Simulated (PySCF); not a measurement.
## Electronic structure of C4H11AlCl3N (SMILES C[N+](C)(C)[AlH2-][C](Cl)(Cl)Cl) in real space

Input

```
{"job": {"kind": "uv", "xc": "B3LYP", "basis": "def2-SVPD", "ip": true}, "charge": 0, "multiplicity": 1}
C     -0.104113     1.356231    -0.949157
N     -0.633736     0.224612    -0.173587
C     -1.873042     0.621630     0.511155
C     -0.894227    -0.923641    -1.054587
Al     0.665005    -0.297544     1.346577
C      2.423868    -0.847717     0.497051
Cl     3.428469    -1.267211     1.927438
Cl     2.321997    -2.292601    -0.562810
Cl     3.254221     0.457437    -0.411005
H     -0.837653     1.679073    -1.707894
H      0.831261     1.061575    -1.441798
H      0.112652     2.193045    -0.271709
H     -2.248184    -0.221125     1.108214
H     -2.642455     0.918683    -0.222242
H     -1.666906     1.466528     1.182465
H     -1.648636    -0.660705    -1.815869
H     -1.259527    -1.767970    -0.454696
H      0.037145    -1.230189    -1.547730
H     -0.113458    -1.548760     1.959837
H      0.787007     1.102040     2.103731
```

Command:

```sh
OMP_NUM_THREADS=1 python probes_run.py task.json out
```

Geometry: PBE0-D3(BJ)/def2-SVP.

Method: B3LYP/def2-SVPD, SCF density, gas phase (PySCF 2.14.0).

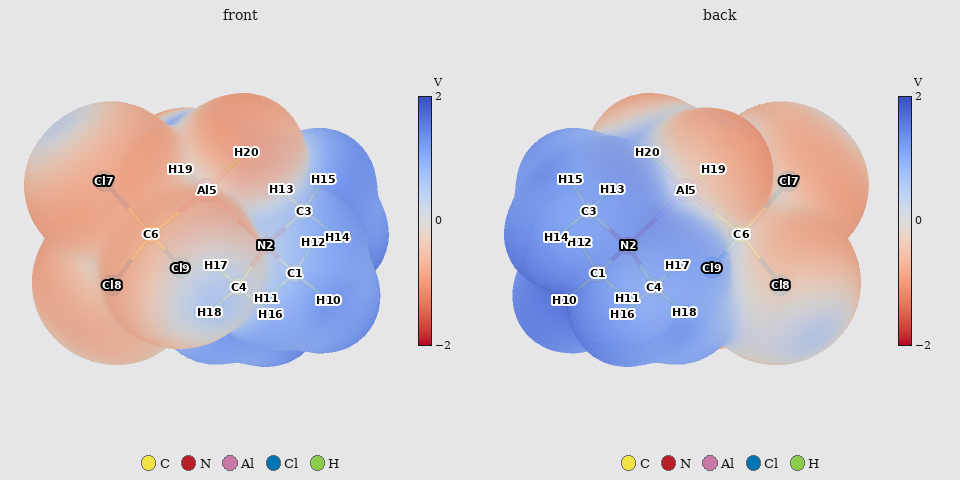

Figure 1. The molecular electrostatic potential painted on the density surface at 0.002 e/bohr³, seen from the front and from behind; red is negative and blue positive.

Which sites attract a positive test charge, and which a negative one?

Answer. A positive charge is drawn to the negative regions and a negative charge to the positive ones. The most negative region (about −0.9 V, or −21 kcal/mol for a unit charge) lies over H19 and H20, the most positive (about +1.6 V, or +37 kcal/mol for a unit charge) over H10, H14 and H16. Cl7 shows a σ-hole: about +0.3 V at the tip opposite its bond, against about −0.8 V, or −18 kcal/mol for a unit charge on its flanks. Cl8 shows a σ-hole: about +0.5 V, or +12 kcal/mol for a unit charge at the tip opposite its bond, against about −0.4 V, or −9 kcal/mol for a unit charge on its flanks. Cl9 shows a σ-hole: about +0.5 V, or +12 kcal/mol for a unit charge at the tip opposite its bond, against about −0.5 V, or −12 kcal/mol for a unit charge on its flanks.

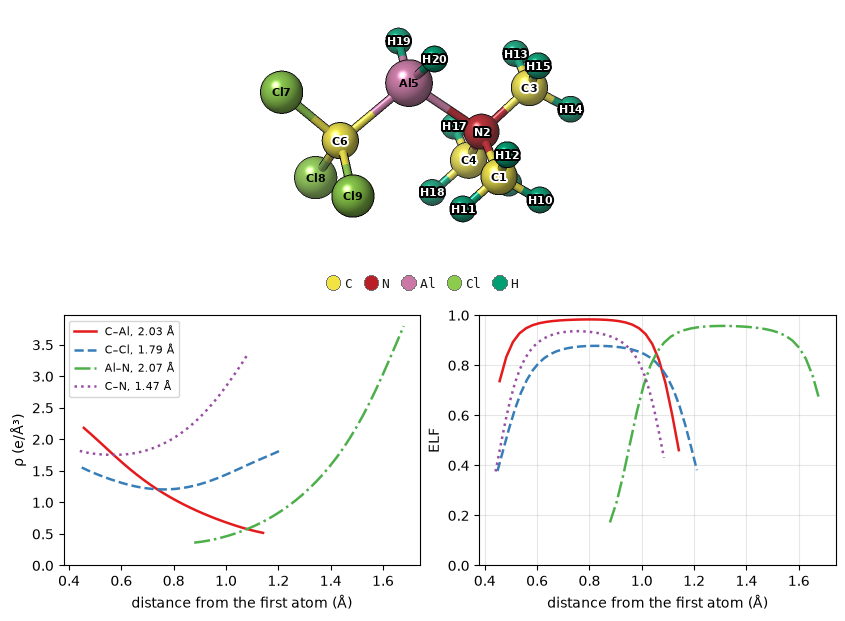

Figure 2. Electron density and electron localisation function along straight lines between neighbouring atoms. The curves leave out the atomic cores. The structure is drawn too.

Compare the contacts.

Answer. C–Al (2.03 Å): the density is about 0.66 e/Å³ at the midpoint; the ELF peaks at about 1 between the atoms (a shared but strongly polarised pair).
C–Cl (1.79 Å): the density is about 1.3 e/Å³ at the midpoint; the ELF peaks at about 0.90 between the atoms (a shared electron pair).
Al–N (2.07 Å): the density is about 0.5 e/Å³ at the midpoint; the ELF peaks at about 0.95 in the valence shell of N, 0.7 Å from its nucleus, and is about 0.80 at the midpoint.
C–N (1.47 Å): the density is about 1.9 e/Å³ at the midpoint; the ELF peaks at about 0.95 between the atoms: a shared electron pair.
